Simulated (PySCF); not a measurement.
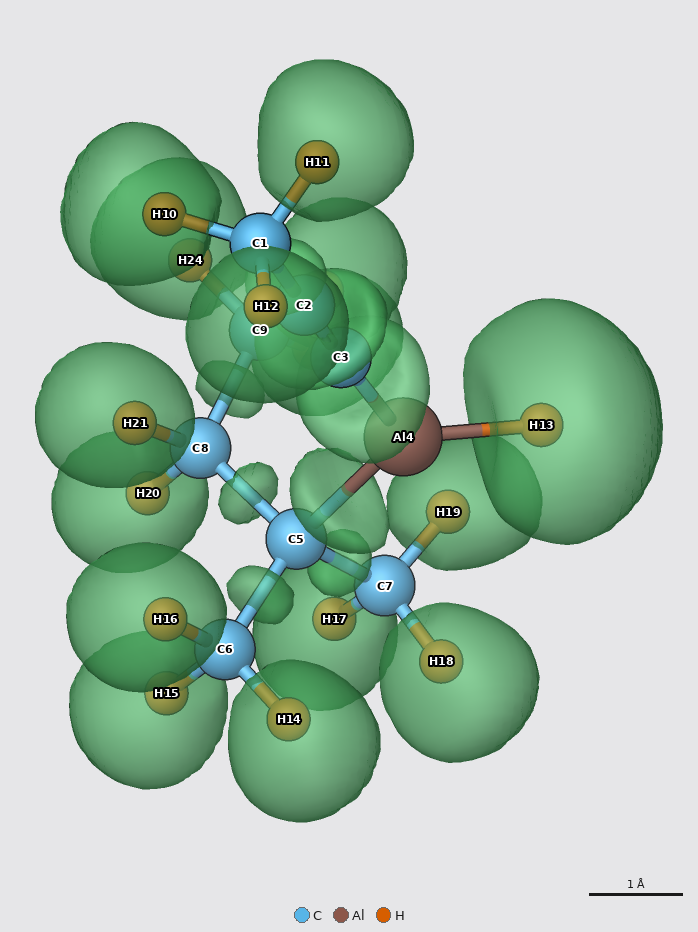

Figure 1: C8H15Al. Isosurface of the electron localisation function at 0.85 (green), seen at an oblique angle. Only the valence region is drawn (cores and ρ < 0.01 e/Å³ removed).

Geometry: GFN2-xTB.

All numbers below come from PBE0/pcSseg-1, SCF density, gas phase, non-relativistic (PySCF 2.14.0).

```xyz
24

C     4.5014   -0.6475   -1.2194
C     3.2910   -0.3388   -0.4874
C     2.2726   -0.0747    0.1238
Al    0.6709    0.3156    1.1434
C    -1.1527    0.6752    0.3068
C    -1.2546    1.8155   -0.7177
C    -2.1010    0.9640    1.4816
C    -1.5600   -0.6316   -0.4047
C    -1.4114   -1.8549    0.4869
H     4.2589   -1.1898   -2.1340
H     5.1613   -1.2642   -0.6086
H     5.0239    0.2727   -1.4827
H     0.6952    0.3562    2.6949
H    -1.0284    2.7752   -0.2537
H    -2.2586    1.8717   -1.1439
H    -0.5483    1.6605   -1.5338
H    -3.1488    0.8936    1.1850
H    -1.9192    1.9684    1.8668
H    -1.9222    0.2630    2.3029
H    -2.5930   -0.5642   -0.7630
H    -0.9157   -0.7592   -1.2815
H    -0.4099   -1.8501    0.9447
H    -2.1486   -1.8607    1.2856
H    -1.5144   -2.7760   -0.0834
```

> Describe the localisation domains.

The surface consists of one region between bonded Al–C atoms (shared pairs), six regions between bonded C–C atoms (shared pairs), 15 regions around hydrogen nuclei and one lobe of the valence shell of C pointing towards Al (polar bonds). Along the contacts the grid gives the following. C–C (1.22 Å): the ELF peaks at about 0.85 between the atoms: a multiple bond. C–Al (1.94 Å): the ELF peaks at about 0.95 between the atoms; a shared but strongly polarised pair.
